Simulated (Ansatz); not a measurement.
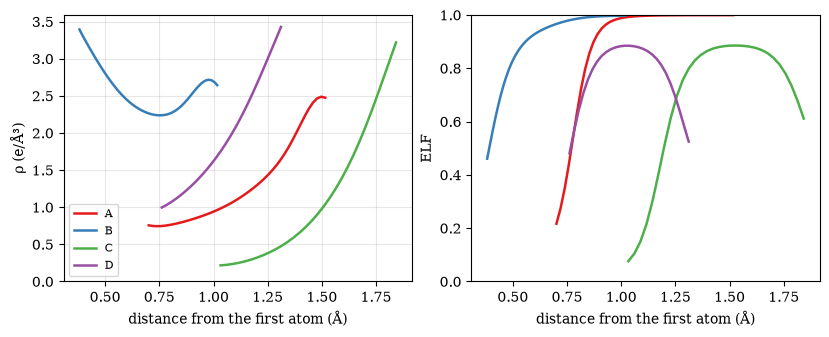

H₃NNaSi (charge −1). Total electron density and ELF along straight lines between neighbouring atoms. The curves leave out the atomic cores.

Geometry: PBE0-D4/def2-TZVPD; the highest occupied orbital lies above zero, a sign that basis and functional describe the outermost electron poorly.

Computed with RKS PBE0-D4/def2-TZVPPD in Ansatz 0.2.0.

| atom | x (Å) | y (Å) | z (Å) |
| --- | --- | --- | --- |
| N | 0.1624 | 0.0469 | 0.6944 |
| Si | -0.9080 | 0.7291 | -0.4244 |
| Na | 0.9867 | -1.9688 | 1.1873 |
| H | -1.8169 | -0.3579 | -0.9628 |
| H | -0.3338 | 1.2843 | -1.7332 |
| H | 0.8554 | 0.7246 | 1.0019 |

### Which curve belongs to which contact (Na–N, N–H, Si–H and Si–N)? The first atom named is at distance zero.

Curve A: Si–H (1.52 Å): ρ is about 0.75 e/Å³ halfway; the ELF climbs to about 1 towards the hydrogen, as it does in any bond to H. Curve B: N–H (1.02 Å): ρ is about 2.8 e/Å³ halfway; the ELF climbs to about 1 towards the hydrogen: a covalent bond by its length. Curve C: Na–N (2.23 Å): ρ is about 0.25 e/Å³ halfway; the ELF peaks at about 0.90 in the valence shell of N, 0.7 Å from its nucleus, and is about 0.20 at the midpoint: an ionic contact with no shared pair. Curve D: Si–N (1.69 Å): the density is about 1.2 e/Å³ at the midpoint; the ELF peaks at about 0.90 between the atoms, as expected for a polar covalent bond.
